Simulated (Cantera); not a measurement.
Charge: 1 mol HI, 0.04 mol H₂O, held at 490000 Pa.

These are equilibrium values from Cantera (NASA tables, ideal gas, pure condensed phases), not measurements of a reactor. Candidate condensed phases: H₂O, I₂; 12 gas species. Equilibrium is a limit: real reactors are often held back by kinetics, nucleation or transport.

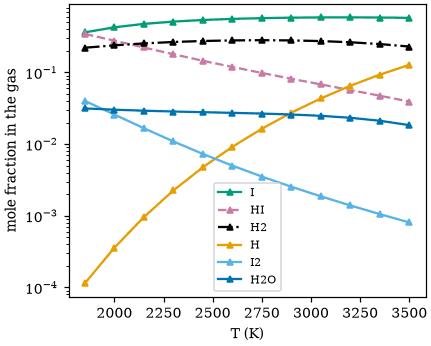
Figure. Equilibrium gas composition (values under 1e-9 drawn at 1e-9)

### Question
Read off the mole fractions at 2150 K.

### Answer
I about 0.48, H₂ about 0.25, HI about 0.22, H₂O about 0.029, I₂ about 0.017, H about 0.00096.
